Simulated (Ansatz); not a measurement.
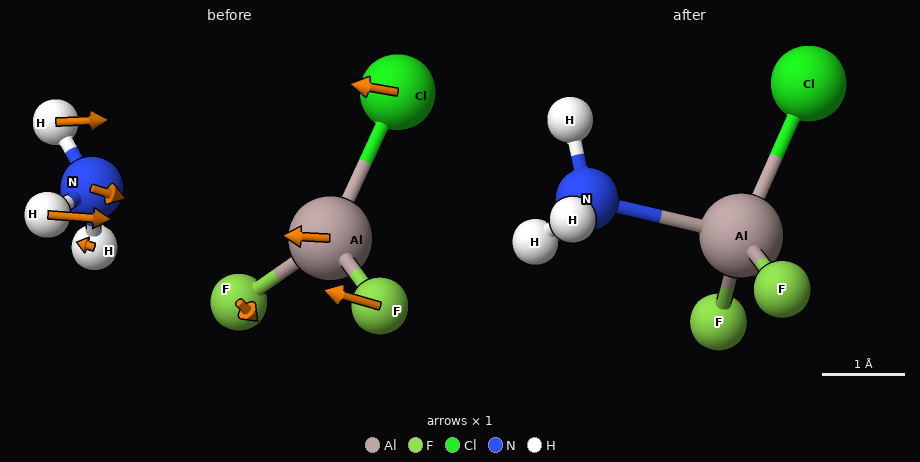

The structure of AlNH3ClF2 before (left) and after (right) a relaxation, at one scale. The orange arrows give the displacements, at their true length.

Style: ball-and-stick. Shown from a free direction.

The run prepares an end point of a later path (reaction) calculation, from a guessed geometry.

The calculation used RHF/def2-SVP in Ansatz. (no spin polarisation; force threshold 0.03 eV/Å; at most 50 steps)

What changed between the two?

Answer. The largest move after the best rigid fit is that of an H atom, 0.81 Å. By element the largest moves are H 0.81 Å, F 0.77 Å, Cl 0.63 Å, Al 0.61 Å, N 0.50 Å. Near-neighbour distances that change, for instance: Al–N 3.095 → 2.015 Å, Al–Cl 2.077 → 2.117 Å, Al–F 1.636 → 1.659 Å, H–N 1.031 → 1.010 Å. New bonds form, among them: Al–N (3.10 → 2.01 Å). Bond angles that change, for instance: F–Al–Cl 120.9° → 116.8°. The energy falls by 1.415 eV in 11 geometry steps. Largest force component: 1.3 eV/Å at the start, 0.022 eV/Å at the end.

Limits of the set-up: Hartree-Fock leaves out electron correlation.
